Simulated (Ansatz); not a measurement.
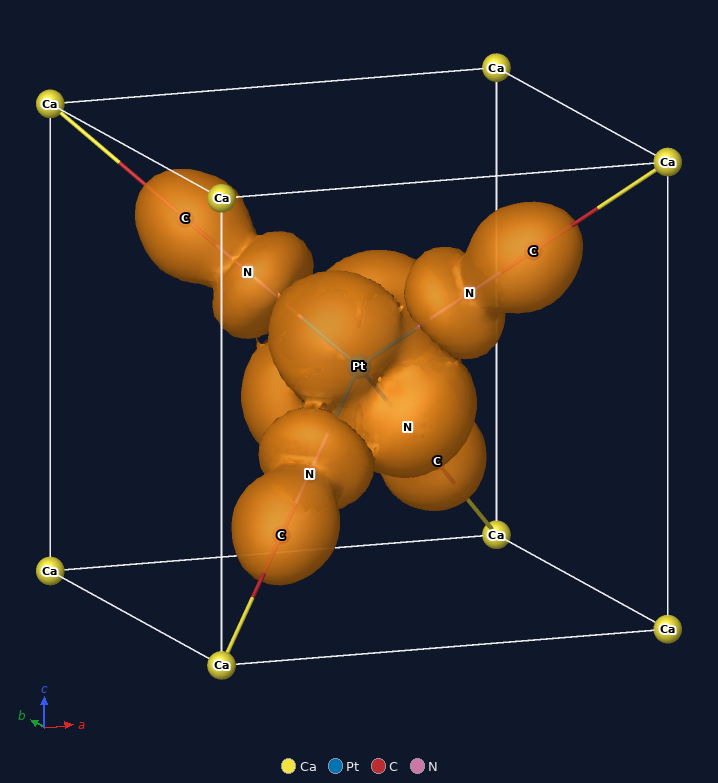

CaPtC4N4. Isosurfaces of the spin density (up minus down) at +0.01 (orange) and −0.01 e/Å³ (purple), seen slightly off an axis. Sticks mark near contacts.

Space group P-43m; a structure generated by program, which may or may not match a known phase; spin-polarised.

Level of theory: DFT PBE, scalar-relativistic, plane waves, PAW (Ansatz).

```
CELL_PARAMETERS angstrom
6.61915 0.00000 0.00000
0.00000 6.61915 0.00000
0.00000 0.00000 6.61915
ATOMIC_POSITIONS crystal
Ca 0.00000 0.00000 0.00000
Pt 0.50000 0.50000 0.50000
C 0.21788 0.21788 0.21788
C 0.21788 0.78212 0.78212
C 0.78212 0.21788 0.78212
C 0.78212 0.78212 0.21788
N 0.32011 0.32011 0.32011
N 0.32011 0.67989 0.67989
N 0.67989 0.32011 0.67989
N 0.67989 0.67989 0.32011
```

**Which atoms carry the moments, and with what signs?**

The spin density sits on Pt: +0.9 μB in one cell of 10 atoms: parallel main moments, as they must be, since the calculation's own cell holds one magnetic site. The cell of the calculation (10 atoms) carries 2.0 μB of net spin moment.
